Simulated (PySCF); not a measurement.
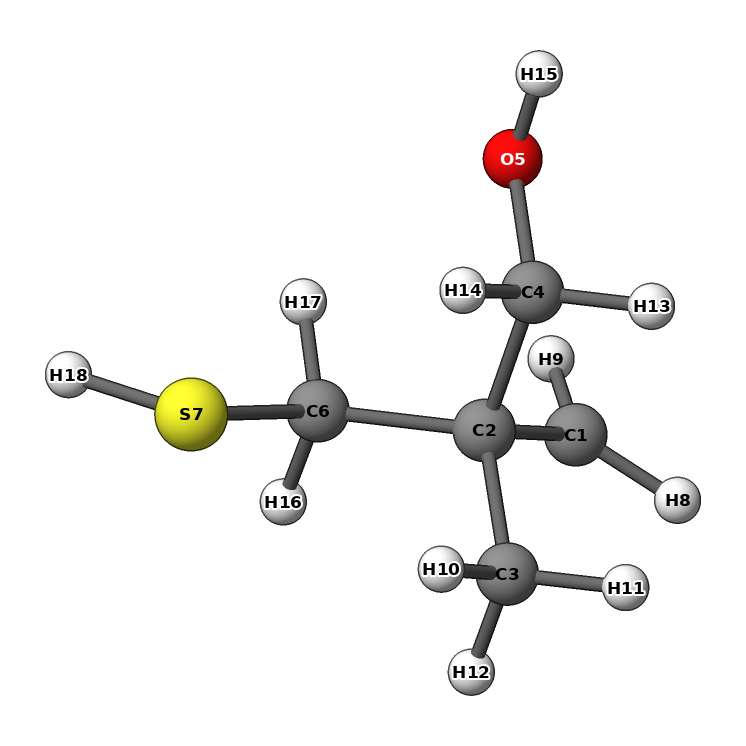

The questions are on Mulliken spin populations. The species is neutral and a spin doublet. The geometry was computed by an optimisation with GFN2-xTB. No frequency run is at hand to confirm it as a minimum. Properties computed with UKS B3LYP, pcH-1 on C H O S, non-relativistic (PySCF 2.14.0).

> Which atom carries the largest spin population?

C1 (1.08 e).

> Which atom has the lowest spin population?

C2 (−0.07 e); a negative value comes from spin polarisation.

List the Mulliken spin populations.

```tsv
atom	value (e)
C1	1.08
C2	−0.07
C3	0.01
C4	0.04
O5	0.00
C6	0.01
S7	0.01
H8	−0.05
H9	−0.05
H10	0.00
H11	0.00
H12	0.00
H13	0.00
H14	0.01
H15	0.00
H16	0.00
H17	0.00
H18	0.00
```

Mulliken values depend strongly on the basis set.
